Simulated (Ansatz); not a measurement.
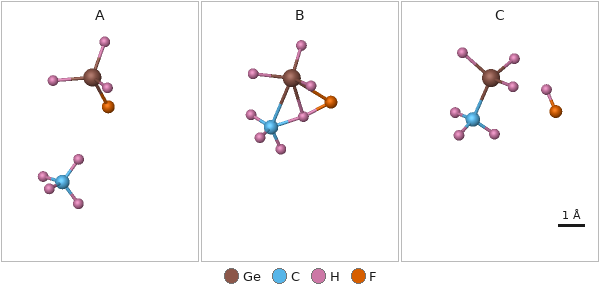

3 geometries from a converged minimum-energy path of CH7FGe, shuffled. A ball-and-stick model, seen at a tilt.

The calculation used RKS B3LYP/def2-SVP (Ansatz 0.2.0). Run with 7 movable images; climbing image; force threshold 0.05 eV/Å; iteration limit 60; starting path through a guess of the saddle point.

Which frame is the top of the path?

B. In order along the path, whose images run from 0 to 8: C (image 0, 0.0 kcal/mol), B (image 3, +40.9 kcal/mol), A (image 7, −20.3 kcal/mol). Breaking: F–H (0.93 → 2.44 Å), C–Ge (1.96 → 4.93 Å). Forming: C–H (3.18 → 1.10 Å), F–Ge (3.23 → 1.76 Å).
